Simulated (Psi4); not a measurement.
# wB97X-D/def2-SVP (core potential, sweep point 1) run of CH3InN− ([In(CN)H3]-)

Aim: the vertical electron affinity of CH3InN− ([In(CN)H3]-) at wB97X-D/def2-SVP (core potential, sweep point 1), from 2 runs. 

The calculation is run with Psi4 1.11.

**1. The molecule**

The species is CH3InN− (6 atoms), meant as a singlet with charge -1. SMILES: `[H][In-]([H])([H])[C]#N`. The shape comes from GFN1-xTB, which is rough for such elements, and wasn't checked as a minimum.

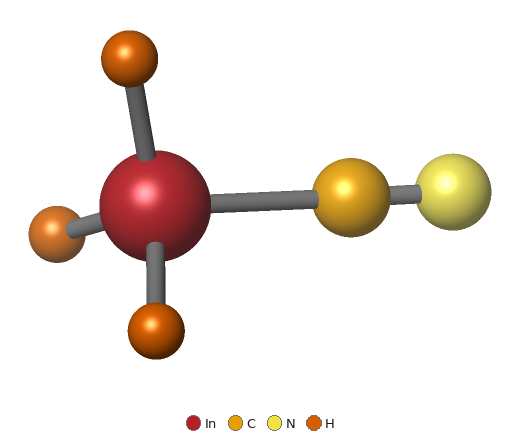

The structure, seen from a chosen angle (indium red, carbon amber, nitrogen yellow, hydrogen orange).

**2. The energy at wB97X-D/def2-SVP (core potential, sweep point 1)**

File input.in:

```
memory 1600 MB

molecule {
  -1 1
  In    -0.009600    -0.004360    -0.701830
  C      0.018130     0.016100     1.519490
  N      0.040890     0.017280     2.678670
  H      1.661990    -0.004740    -1.184060
  H     -0.861380     1.439180    -1.171740
  H     -0.850030    -1.463460    -1.140530
  symmetry c1
}

set {
  basis def2-SVP
  puream true
  scf_type pk
  dft_radial_points 99
  dft_spherical_points 590
}

E, wfn = energy("wb97x-d", return_wfn=True)
print_variables()
```

Run with:

```sh
$ psi4 -n 1 input.in input.out
```

input.out:

```text
[...]
    !!!  WARNING: ECP capability is in beta. Please check occupations closely.  !!!
[...]
  Running in c1 symmetry.
[...]
  Nuclear repulsion =   97.552920354073265
[...]
  Multiplicity = 1
[...]
  Nalpha       = 19
  Nbeta        = 19
[...]
    Number of basis functions: 69
[...]
   @RKS iter   1:  -284.65290433776943   -1.79171e+00   6.09331e-03 DIIS/ADIIS
[...]
   @RKS iter   8:  -284.76388323369275   -1.82200e-08   2.49893e-07 DIIS
[...]
    Orbital Energies [Eh]
    ---------------------
    Doubly Occupied:
       1A    -14.245611     2A    -10.120934     3A     -4.580421
       4A     -2.979352     5A     -2.976318     6A     -2.976308
       7A     -0.791386     8A     -0.659125     9A     -0.655339
      10A     -0.655318    11A     -0.648746    12A     -0.648730
      13A     -0.380550    14A     -0.289805    15A     -0.238276
      16A     -0.238260    17A     -0.218070    18A     -0.176049
      19A     -0.175754
[...]
  @RKS Final Energy:  -284.76388323369275
   => Energetics <=
    Nuclear Repulsion Energy =             97.5529203540732652
    One-Electron Energy =                -663.5209555412742475
    Two-Electron Energy =                 301.9236790591687623
    DFT Exchange-Correlation Energy =     -20.7181926542579156
    Empirical Dispersion Energy =          -0.0013344514026728
    VV10 Nonlocal Energy =                  0.0000000000000000
    Total Energy =                       -284.7638832336927521
[...]
 Multipole Moments:
 ------------------------------------------------------------------------------------
     Multipole            Electronic (a.u.)      Nuclear  (a.u.)        Total (a.u.)
 ------------------------------------------------------------------------------------
 L = 1.  Multiply by 2.5417464519 to convert [e a0] to [Debye]
 Dipole X            :         -0.4658304            0.4483160           -0.0175144
 Dipole Y            :         -0.2355924            0.2294423           -0.0061501
 Dipole Z            :        -33.3104371           32.0111657           -1.2992714
 Magnitude           :                                                    1.2994040
[...]
```

Run time: 6.3 s. Hardware: 1 thread of Intel Xeon 6975P-C (Granite Rapids), shared host; peak memory 0.85 GiB.

**3. Doublet [CH3InN]2− at the same level**

File input.dat:

```
memory 1.6 GB

molecule {
  -2 2
  In    -0.009600    -0.004360    -0.701830
  C      0.018130     0.016100     1.519490
  N      0.040890     0.017280     2.678670
  H      1.661990    -0.004740    -1.184060
  H     -0.861380     1.439180    -1.171740
  H     -0.850030    -1.463460    -1.140530
  symmetry c1
}

set {
  basis                def2-SVP
  reference            uks
  puream               true
  scf_type             pk
  dft_radial_points    99
  dft_spherical_points 590
  maxiter              150
}

energy("wb97x-d")
```

Run with:

```sh
$ psi4 -n 1 input.dat output.dat
```

output.dat:

```text
[...]
    !!!  WARNING: ECP capability is in beta. Please check occupations closely.  !!!
[...]
  Running in c1 symmetry.
[...]
  Nuclear repulsion =   97.552920354073265
[...]
  Multiplicity = 2
[...]
  Nalpha       = 20
  Nbeta        = 19
[...]
    Number of basis functions: 69
[...]
   @UKS iter   1:  -284.13246579676087   -1.27127e+00   1.00604e-02 ADIIS/DIIS
[...]
   @UKS iter  14:  -284.51842828110534   -4.79441e-08   3.63476e-07 DIIS
[...]
   @S^2 Observed:                7.511676626E-01
[...]
    Orbital Energies [Eh]
    ---------------------
    Alpha Occupied:
       1A    -14.089880     2A     -9.958562     3A     -4.396899
       4A     -2.794440     5A     -2.793619     6A     -2.793604
       7A     -0.638366     8A     -0.475149     9A     -0.472388
      10A     -0.472355    11A     -0.465101    12A     -0.465089
      13A     -0.211970    14A     -0.134019    15A     -0.086233
      16A     -0.086228    17A     -0.055632    18A     -0.001409
      19A     -0.001114    20A      0.247593
    Alpha Virtual:
      21A      0.411408    22A      0.411588    23A      0.469137
      24A      0.469155    25A      0.487820    26A      0.500772
[...]
  @UKS Final Energy:  -284.51842828110534
   => Energetics <=
    Nuclear Repulsion Energy =             97.5529203540732652
    One-Electron Energy =                -669.8093770006530576
    Two-Electron Energy =                 308.5192635653047546
    DFT Exchange-Correlation Energy =     -20.7799007484276679
    Empirical Dispersion Energy =          -0.0013344514026728
    VV10 Nonlocal Energy =                  0.0000000000000000
    Total Energy =                       -284.5184282811053436
[...]
 Multipole Moments:
 ------------------------------------------------------------------------------------
     Multipole            Electronic (a.u.)      Nuclear  (a.u.)        Total (a.u.)
 ------------------------------------------------------------------------------------
 L = 1.  Multiply by 2.5417464519 to convert [e a0] to [Debye]
 Dipole X            :         -0.4402333            0.4483160            0.0080828
 Dipole Y            :         -0.2153415            0.2294423            0.0141008
 Dipole Z            :        -31.2094905           32.0111657            0.8016752
 Magnitude           :                                                    0.8018399
[...]
```

Run time: 13 s. Hardware: 1 thread of Intel Xeon 6975P-C (Granite Rapids), shared host; peak memory 0.85 GiB.

**4. Outcome**

At wB97X-D/def2-SVP (core potential, sweep point 1):

```
                                                              quantity          value
                                         singlet CH3InN−: total energy  -284.76388 Eh
                                          singlet CH3InN−: HOMO energy       -4.78 eV
                                          singlet CH3InN−: LUMO energy        6.70 eV
singlet CH3InN−: HOMO–LUMO gap (to an unbound level, set by the basis)       11.48 eV
                                    singlet CH3InN−: dispersion energy   -3.50 kJ/mol
                                      doublet [CH3InN]2−: total energy  -284.51843 Eh
                doublet [CH3InN]2−: HOMO energy (highest over α and β)        6.74 eV
                 doublet [CH3InN]2−: LUMO energy (lowest over α and β)       10.76 eV
                                 doublet [CH3InN]2−: dispersion energy   -3.50 kJ/mol
                                              doublet [CH3InN]2−: ⟨S²⟩          0.751
                   vertical electron affinity (to the doublet dianion)      -6.679 eV
```

What this shows: The dianion lies 6.68 eV (644 kJ/mol) above the anion: the electron isn't bound at this level, and such a value depends on the basis. Without diffuse functions anions come out too high. The HOMO (doublet [CH3InN]2−) lies at positive energy, 6.74 eV; only total energies tell whether the electron is bound.
